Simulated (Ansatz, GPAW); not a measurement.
# How CuRhS2 (model structure) absorbs and reflects light, part 3 of 3

Aim: the dielectric function of CuRhS2 (model structure), and the optical constants that follow from it. The structure is a model built here, which may or may not match a known phase. It was built so: All O replaced by S in the R-3m structure of CuRhO2. The cell is first relaxed with Ansatz.

GPAW 26.7.0; DFT, PBE, plane-wave PAW (GPAW data sets), scalar-relativistic, RPA, optical limit.

So far. Step 3 (Ground state): There is a gap, 0.71 eV on this mesh (points off the mesh can give less), so no carriers' term is needed.

**5. Dielectric function, RPA**

Local fields let the induced charge screen the field inside the cell, which as a rule lowers ε, most along directions where the density is uneven.

This step: DFT, PBE, plane-wave PAW (GPAW data sets), scalar-relativistic, RPA, optical limit (GPAW 26.7.0).

File df.py:

```python
from gpaw.response.df import DielectricFunction

df = DielectricFunction('full.gpw', frequencies={'type': 'nonlinear', 'domega0': 0.03, 'omega2': 8},
                        ecut=50,
                        eta=0.1,
                        nbands=55,
                        txt='df.txt')
for direction in ['x', 'z']:
    df.get_dielectric_function(xc='RPA', direction=direction, filename=f'df_{direction}.csv')
```

Launch:

```bash
$ OMP_NUM_THREADS=1 python df.py
```

The log of the run:

```text
Using integrator: PointIntegrator
NonLinearFrequencyDescriptor(from 0.000 to 78.754 eV, 518 points)
Nonperiodic BCs:  [False False False]
Using integrator: PointIntegrator
NonLinearFrequencyDescriptor(from 0.000 to 78.754 eV, 518 points)
Nonperiodic BCs:  [False False False]

Calculating chi0 body with:
    Ground state adapter containing:
    Number of spins: 1
    Number of kpoints: 512
    Number of irreducible kpoints: 65
    Number of completely occupied states: 19
    Number of partially occupied states: 19

    Linear response parametrization:
    q_c: [0.0, 0.0, 0.0]
    Number of frequency points: 518
    Planewave cutoff: 50.0
    Number of bands: 55
    Number of planewaves: 49
    Broadening (eta): 0.1

Integrating chi0 body.

Symmetries of q_c:
    Direct symmetries (Uq -> q): 12
    Indirect symmetries (TUq -> q): 0
In total 12 allowed symmetries.

65 groups of equivalent kpoints. 87.3046875% reduction.

Integral kind: spectral function

Calculating chi0 optical extensions with:
    Ground state adapter containing:
    Number of spins: 1
    Number of kpoints: 512
    Number of irreducible kpoints: 65
    Number of completely occupied states: 19
    Number of partially occupied states: 19

    Linear response parametrization:
    Number of frequency points: 518
    Planewave cutoff: 50.0
    Number of bands: 55
    Number of planewaves: 49
    Broadening (eta): 0.1
Integrating chi0 head and wings.

Symmetries of q_c:
    Direct symmetries (Uq -> q): 12
    Indirect symmetries (TUq -> q): 0
In total 12 allowed symmetries.

65 groups of equivalent kpoints. 87.3046875% reduction.

Integral kind: spectral function wings
```

Elapsed: 60 s, on 1 thread of AMD EPYC 9R14 (Zen 4), shared host; peak memory 0.4 GiB.

Read-outs, printed or worked out from the files:

| Quantity | Value |
| --- | --- |
| electronic dielectric constant ε∞, mean over x, y and z (by symmetry where fewer were run) | 12.73 |

Some rows of df_x.csv (energy; Re and Im without local fields; Re and Im with them):

```text
0.000000, 13.769872, 0.000000, 12.849363, 0.000000
0.460735, 14.276197, 0.241839, 13.324460, 0.227240
0.943989, 16.622672, 1.289732, 15.539026, 1.227416
1.451455, 18.799067, 6.323811, 17.354388, 6.060561
1.984998, 15.430220, 15.764122, 14.433712, 14.254658
2.546682, 4.148082, 14.360313, 3.946818, 13.288979
3.138794, 2.491556, 11.656035, 2.500069, 10.967581
3.763875, 1.622458, 8.671344, 1.463319, 7.946937
4.424758, 1.219626, 8.546923, 1.302787, 7.635326
5.124608, -1.551889, 7.008949, -1.076685, 6.730822
5.866977, -0.370130, 3.000482, -0.512549, 3.036591
6.655862, 1.347608, 3.220607, 0.981940, 2.995049
7.495775, 0.872387, 4.213781, 0.689088, 3.911355
8.391833, 1.057620, 4.072856, 0.839136, 3.530374
9.349861, 0.258276, 3.121935, 0.059601, 2.676373
10.376517, 0.591292, 2.806021, 0.368937, 2.305951
11.479449, 0.181093, 3.532017, 0.257207, 2.651866
12.667487, -1.024303, 2.620305, -0.580048, 2.189138
13.950874, -1.099018, 2.031191, -0.477930, 1.726373
```

The Im ε has structure finer than the step of the table below, so its rows give means over 1 eV, whole bins alone (the curve runs from 0 to 15.0 eV). Peaks (eV: height): E ∥ x 2.3: 16.9; E ∥ z 1.5: 9.67, 3.5: 10.9, 5.1: 6.46, 7.0: 6.23.

Sum at mesh points, not converged in k; values under the direct gap are tails of Lorentzian lines. The Im ε by photon energy; means over each step:

```
photon energy (eV)  E ∥ x  E ∥ z
                 1   2.29   4.46
                 2   12.8   8.14
                 3   11.1   8.34
                 4   7.57   8.48
                 5   6.54   5.74
                 6   3.02   4.40
                 7   3.24   5.04
                 8   3.28   4.20
                 9   3.12   3.61
                10   2.38   3.06
                11   2.51   2.47
                12   2.60   1.53
                13   1.91  0.893
                14   1.61  0.913
```

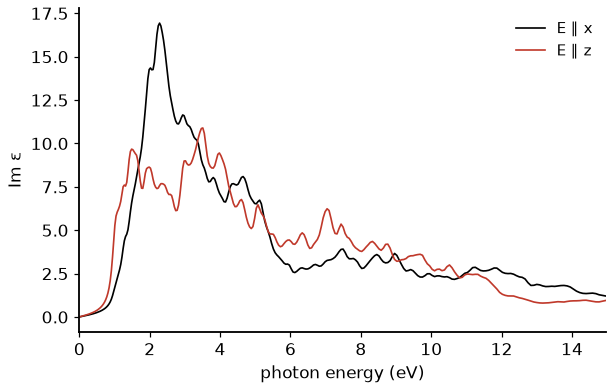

Im ε, plotted against photon energy.

The reflectivity at normal incidence has structure finer than the step of the table below, so its rows give means over 0.5 eV, whole bins alone (the curve runs from 0 to 15.0 eV). Peaks (eV: height): E ∥ x 2.28: 45.8, 5.22: 42.2, 7.55: 24.2, 9.09: 26.9, 12.75: 28.5, 14.04: 27.6; E ∥ z 1.42: 38.0, 3.55: 38.5, 7.15: 32.5, 8.83: 32.6, 9.82: 33.9, 10.66: 34.1, 11.94: 44.0.

Sum at mesh points, not converged in k. Reflectivity at normal incidence against photon energy; means over each step:

```
photon energy (eV)  E ∥ x (%)  E ∥ z (%)
               0.5       32.7       32.6
               1.0       35.9       36.8
               1.5       39.4       36.5
               2.0       43.3       33.1
               2.5       43.3       30.8
               3.0       39.8       33.1
               3.5       37.9       36.6
               4.0       33.5       36.3
               4.5       35.4       32.7
               5.0       39.0       29.4
               5.5       38.4       27.2
               6.0       25.6       23.1
               6.5       18.4       23.3
               7.0       18.4       28.4
               7.5       22.3       30.4
               8.0       20.2       27.2
               8.5       21.8       28.7
               9.0       24.3       29.5
               9.5       22.1       28.7
              10.0       18.8       31.9
              10.5       17.2       30.9
              11.0       17.1       30.5
              11.5       20.8       36.0
              12.0       24.0       41.6
              12.5       26.4       36.8
              13.0       24.8       31.8
              13.5       22.8       20.9
              14.0       26.2       16.3
              14.5       24.4       15.4
```

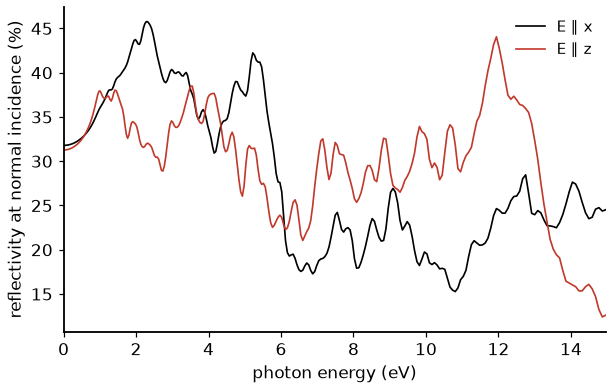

Reflectivity at normal incidence, plotted against photon energy.

The loss function −Im 1/ε at q → 0 has structure finer than the step of the table below, so its rows give means over 1 eV, whole bins alone (the curve runs from 0 to 15.0 eV). Peaks (eV: height): E ∥ x 6.1: 0.390, 10.6: 0.442; E ∥ z 13.4: 1.17.

Sum at mesh points, not converged in k; values under the direct gap are tails of Lorentzian lines. Table of loss function −Im 1/ε at q → 0 by energy loss; means over each step:

```
energy loss (eV)    E ∥ x   E ∥ z
               1  0.00790  0.0175
               2   0.0363  0.0605
               3   0.0848  0.0689
               4    0.128   0.114
               5    0.150   0.171
               6    0.320   0.209
               7    0.279   0.184
               8    0.294   0.239
               9    0.320   0.275
              10    0.415   0.312
              11    0.382   0.360
              12    0.382   0.449
              13    0.508   0.920
              14    0.594    1.09
```

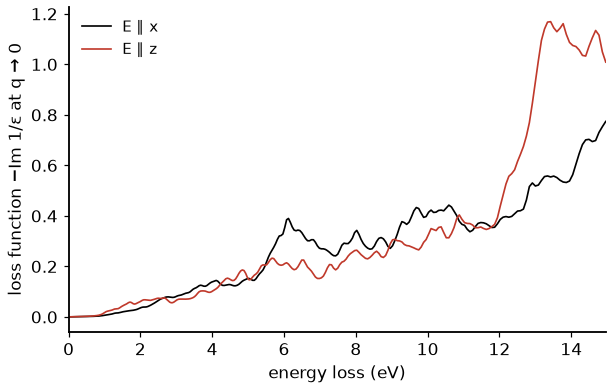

Loss function −Im 1/ε at q → 0 against energy loss.

Sum at mesh points, not converged in k; values under the direct gap are tails of Lorentzian lines. Table of Im ε, E ∥ x by photon energy; read off at these points:

```
photon energy (eV)  without local fields  with local fields
               0.0                     0                  0
               1.0                  1.73               1.65
               2.0                  15.8               14.3
               2.3                  18.2               16.8
               3.0                  12.2               11.5
               4.0                  7.53               7.07
               4.6                  8.78               8.01
               5.0                  6.91               6.53
               6.0                  2.84               2.86
               7.0                  3.50               3.20
               7.4                  4.18               3.80
               8.0                  3.20               2.86
               9.0                  4.09               3.59
              10.0                  2.93               2.43
              11.0                  3.38               2.54
              12.0                  3.33               2.61
              13.0                  2.41               1.88
              14.0                  1.95               1.66
```

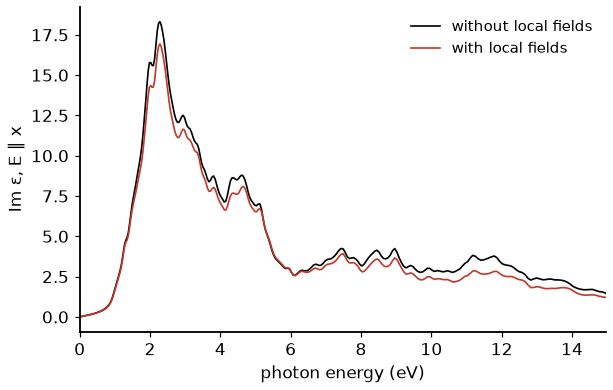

Im ε, E ∥ x against photon energy.

Optical constants at common wavelengths, from n + ik = √ε:

```
wavelength (nm)   n x    k x  R (%) x   1/α x   n z    k z  R (%) z   1/α z
           1550  3.82  0.083     34.2  1.5 µm  3.90  0.165     35.1  746 nm
           1064  4.10  0.355     37.2  238 nm  3.93  0.834     37.2  101 nm
            800  4.22  0.859     39.7   74 nm  3.53  1.353     36.8   47 nm
            532  3.59  2.317     45.7   18 nm  3.01  1.276     32.0   33 nm
            450  2.82  1.992     39.2   18 nm  2.92  1.050     29.1   34 nm
            248  1.72  1.899     37.5   10 nm  2.03  1.455     28.1   14 nm
            193  1.32  1.048     18.5   15 nm  1.70  1.343     25.2   11 nm
```

Below the direct gap, k and the depth come from the tails of the Lorentzian lines, not from transitions.

Rows near the edge hang on the gap, which this functional as a rule makes too small, and phonon-assisted absorption is left out.

**6. Summary of results**

```
electronic dielectric constant ε∞, mean over x, y and z (by symmetry where fewer were run) (RPA) : 12.7
```

In words: At this level (PBE, RPA) CuRhS2 has a mean ε∞ = 12.7 and n = 3.82 at 1550 nm (E ∥ x). The cell shrank by 2.0 % in volume. On the mesh the gap is 0.82 eV and the least direct gap 1.02 eV, so on this mesh the band edges lie at different points. Local fields change the static value along x from 13.77 to 12.85 (-7 %). The static values by axis are 12.85 (x), 12.51 (z). Excitons and phonon-assisted transitions are missing; PBE gaps are as a rule too small, which pulls the onset down and ε∞ up. In this version of GPAW the matrix elements of the optical limit are incomplete, which can lower ε − 1 by up to a tenth where first-row anions or d states rule, and shift it by more in d metals. The sum runs over mesh points 0.26 Å⁻¹ apart with no interpolation, so peaks are partly noise of the mesh; over so small a direct gap single mesh points weigh heavily, so ε∞, n and their changes from run to run can be far off.

[Machine, clock and banner lines and Python warnings are left out of the logs.]

[Logs are printed without paths, hosts, clocks, repeated set-up lines and the standing remarks that a program may print on its own settings, such as how far it seeks lower states.]

[Hosts, paths, dates, database ids (printed as entryN), source tags and the programs' standing remarks are cut or masked in the printed files.]
